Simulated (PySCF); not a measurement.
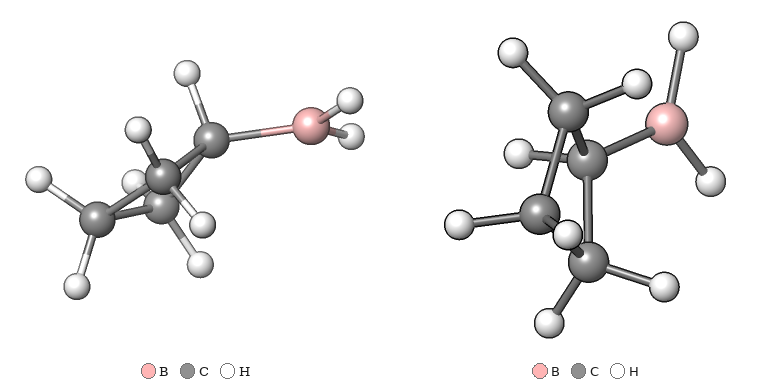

Both panels show the same species.

What does the picture show?

The molecule is C4H9B. Its SMILES string is `BC1CCC1`. Independent rings (smallest set): 1 of 4 members. Among its groups: B–H bond. Coordination, clear cases only: 1 B trigonal planar.

The parts below concern this one geometry. Atoms keep their numbers from picture to picture. The computed structure is the end point of a PBE0-D3(BJ)/def2-SVP optimisation. No frequency run is at hand to confirm it as a minimum.

### Shape

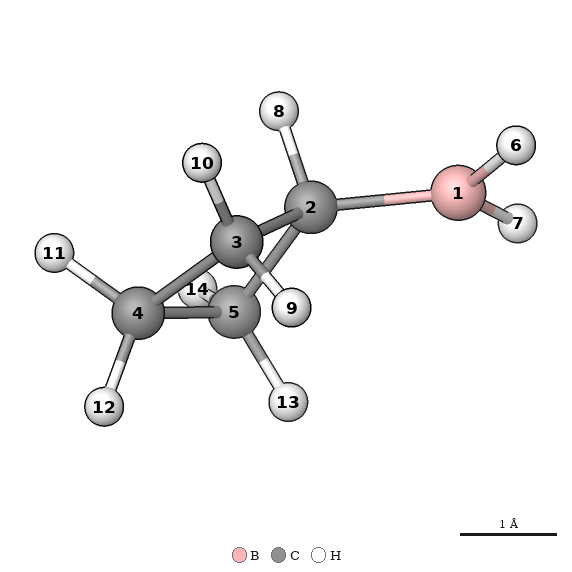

The atoms are numbered. No frequency run is at hand to confirm it as a minimum.

List the bonds and their lengths.

| bond | length (Å) | order |
| --- | --- | --- |
| B1–C2 | 1.549 | single |
| B1–H6 | 1.213 | single |
| B1–H7 | 1.212 | single |
| C2–C3 | 1.552 | single |
| C2–C5 | 1.550 | single |
| C2–H8 | 1.115 | single |
| C3–C4 | 1.541 | single |
| C3–H9 | 1.102 | single |
| C3–H10 | 1.100 | single |
| C4–C5 | 1.541 | single |
| C4–H11 | 1.101 | single |
| C4–H12 | 1.101 | single |
| C5–H13 | 1.102 | single |
| C5–H14 | 1.100 | single |

### Spin–spin coupling

No frequency run is at hand to confirm it as a minimum. Method: B3LYP/cc-pVTZ indirect spin-spin coupling, non-relativistic, gas phase (PySCF 2.14.0). Isotopes: 11B, 13C, 1H.

Give the spin–spin coupling constants of these pairs, with the number of bonds between them: B1/C2, B1/H7, B1/H6, B1/C3, B1/H8, B1/C5, B1/H9, B1/H13, B1/H14, B1/C4.

```
   pair  bonds apart  J (Hz)
 B1, C2            1    50.4
 B1, H7            1   131.2
 B1, H6            1   131.1
 B1, C3            2    −1.4
 B1, H8            2    −4.7
 B1, C5            2    −1.3
 B1, H9            3     4.5
B1, H13            3     4.6
B1, H14            3     0.5
 B1, C4            3     7.4
```

### Electronic properties

No frequency run is at hand to confirm it as a minimum. Level of theory: B3LYP/6-31G*, gas phase (PySCF 2.14.0).

What does the calculation give?

- dipole moment: 0.78 D
- HOMO energy (Kohn–Sham orbital): −7.72 eV
- LUMO energy (Kohn–Sham orbital): −1.06 eV
- HOMO–LUMO gap: 6.65 eV

### Quadrupole coupling

No frequency run is at hand to confirm it as a minimum. Electric field gradients from the ground-state density, B3LYP/cc-pVTZ (PySCF 2.14.0), non-relativistic apart from any core potentials.

Give the largest field-gradient component, the quadrupole coupling constant and the asymmetry for 11B at B1 (Q = 40.59 mb), 2H at H6 (Q = 2.86 mb), 2H at H7 (Q = 2.86 mb).

```json
{"atom": "B1", "V_zz (a.u.)": "0.635", "e²qQ/h (MHz)": "6.05", "η": "0.08"}
{"atom": "H6", "V_zz (a.u.)": "0.176", "e²qQ/h (MHz)": "0.118", "η": "0.12"}
{"atom": "H7", "V_zz (a.u.)": "0.177", "e²qQ/h (MHz)": "0.119", "η": "0.12"}
```
